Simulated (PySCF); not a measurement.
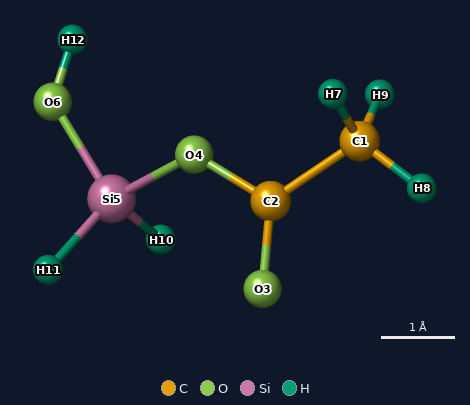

The input geometry (ball-and-stick view, seen at a tilt; atoms are numbered from 1 in the order of the input). Bond lengths as drawn: C–C 1.53 Å, C–H 1.03 to 1.12 Å, C–O 1.22 to 1.30 Å, H–O 0.92 Å, H–Si 1.42 to 1.48 Å and O–Si 1.60 to 1.65 Å.

## Excited-state calculation of C$_{2}$H$_{6}$O$_{3}$Si

C$_{2}$H$_{6}$O$_{3}$Si, SMILES CC(=O)O[SiH2]O, computed with TDDFT PBE0/def2-SVPD, vertical, gas phase, core orbitals frozen in the response (PySCF 2.14.0).

The geometry comes from this level: GFN2-xTB, MD frame at 625 fs, 400 K. It belongs to a series of runs on one base structure; here: MD frame at 625 fs, 400 K.

## The program's output
```
coarse grid: 10776 points
cycle   1  E = -593.9886782599  dE =  9.877e-01  |g| = 1.101e+00  |ddm| = 4.715e+00
cycle   2  E = -593.5353609469  dE =  4.533e-01  |g| = 1.892e+00  |ddm| = 4.113e+00
cycle   3  E = -594.2015586220  dE = -6.662e-01  |g| = 3.022e-01  |ddm| = 3.001e+00
cycle   4  E = -594.2181093200  dE = -1.655e-02  |g| = 8.878e-02  |ddm| = 3.620e-01
cycle   5  E = -594.2194692290  dE = -1.360e-03  |g| = 2.137e-02  |ddm| = 1.191e-01
cycle   6  E = -594.2195774390  dE = -1.082e-04  |g| = 3.681e-03  |ddm| = 3.364e-02
cycle   7  E = -594.2195803071  dE = -2.868e-06  |g| = 8.241e-04  |ddm| = 5.818e-03
final grid: 100200 points
cycle   8  E = -594.3142842714  dE = -1.047e-05  |g| = 1.133e-02  |ddm| = 7.645e-02
cycle   9  E = -594.3142399104  dE =  4.436e-05  |g| = 1.905e-02  |ddm| = 3.246e-02
cycle  10  E = -594.3143074613  dE = -6.755e-05  |g| = 2.416e-03  |ddm| = 2.278e-02
cycle  11  E = -594.3143085700  dE = -1.109e-06  |g| = 2.517e-04  |ddm| = 2.547e-03
cycle  12  E = -594.3143085811  dE = -1.116e-08  |g| = 8.873e-05  |ddm| = 4.120e-04
cycle  13  E = -594.3143085828  dE = -1.702e-09  |g| = 2.186e-05  |ddm| = 1.440e-04
cycle  14  E = -594.3143085829  dE = -9.027e-11  |g| = 6.738e-06  |ddm| = 3.266e-05
```

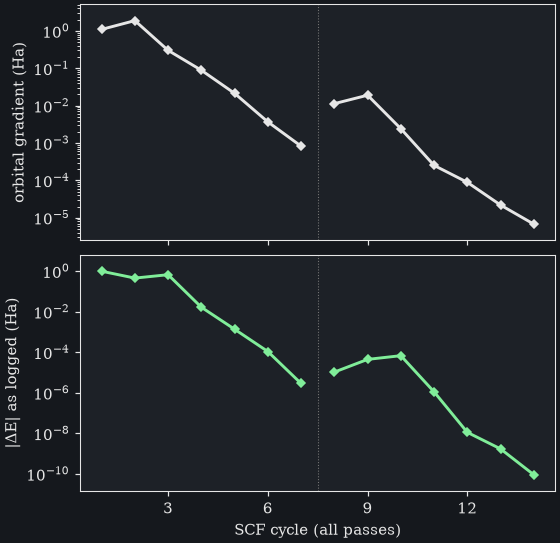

Convergence of the self-consistent field: orbital gradient and size of the energy change against the SCF cycle. The dotted line marks the change from a coarse to the final integration grid. The first 7 cycles use a coarse grid, the final grid takes over at cycle 8, and the field converges after 14 cycles in all.

```
converged SCF energy = -594.3143085829

Static polarisability (au): isotropic 58.391, principal 48.139 59.454 67.581

Singlet excitations
state   eV       nm        f      main configurations
  1   5.4838    226.1   0.00047   H->L 0.89, H->L+1 0.10
  2   7.1489    173.4   0.00906   H->L+1 0.79, H->L 0.10, H->L+2 0.09
  3   7.2483    171.1   0.01704   H->L+2 0.84
  4   7.6093    162.9   0.03936   H-1->L 0.80
  5   7.8629    157.7   0.01515   H-1->L+1 0.67, H-3->L 0.14
```

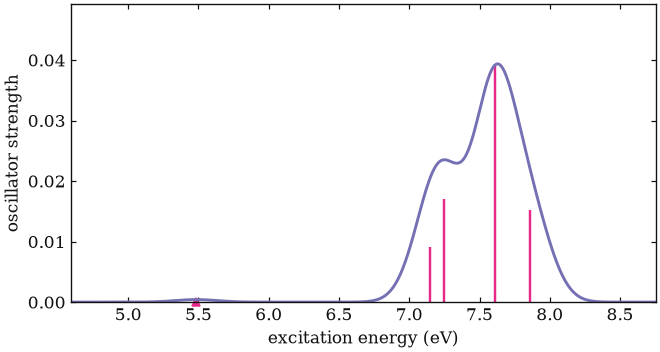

Computed excitations as sticks (degenerate states added up, dark ones marked on the axis), with a Gaussian envelope of 0.35 eV full width at half maximum, scaled to the tallest. Of the 5 states the lowest lies at 5.48 eV (f = 0.000); the strongest line is at 7.61 eV, or 163 nm (f = 0.039).

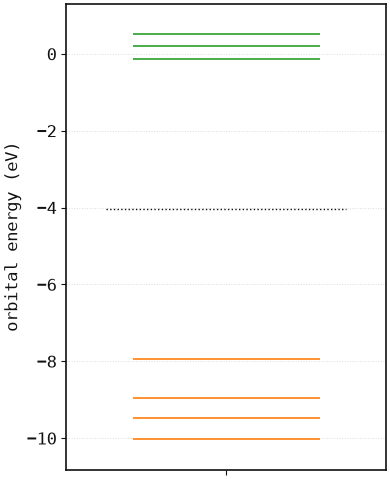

Orbital energies near the frontier; the dotted line parts filled from empty levels, and levels within 0.02 eV of each other stand side by side. Highest filled −7.95 eV, lowest empty −0.14 eV, 7.81 eV apart.

This output came from the following input.

## Input
```
{"job": {"kind": "uv", "xc": "PBE0", "basis": "def2-SVPD", "nstates": 5, "ntriplets": 0}, "charge": 0, "multiplicity": 1}
C      1.461600    -0.439100     0.849900
C     -0.022500    -0.417200     1.205700
O     -0.549200    -1.006900     2.135900
O     -0.805000     0.337100     0.483500
Si    -2.413500     0.065700     0.215000
O     -2.688900     1.135100    -0.946400
H      1.775500     0.620900     0.987900
H      2.024400    -1.159500     1.491700
H      1.621700    -0.645700    -0.145500
H     -2.561400    -1.282300    -0.195400
H     -3.226600     0.377100     1.409700
H     -2.210200     1.369400    -1.697400
```

The first line tells a small driver script what to run in PySCF; the rest is the geometry in Å.

Launch command:
```bash
OMP_NUM_THREADS=1 python <driver script> task.json out
```

## Results in brief

- outcome: converged
- total energy: −594.314309 hartree
- HOMO: −7.95 eV
- LUMO: −0.14 eV
- dipole moment: 3.39 D
- mean polarisability: 58.39 a.u.
- lowest excitation: 5.48 eV
- hardware: 1 CPU thread, shared host
- wall time: 16 s
- peak memory: 0.74 GiB
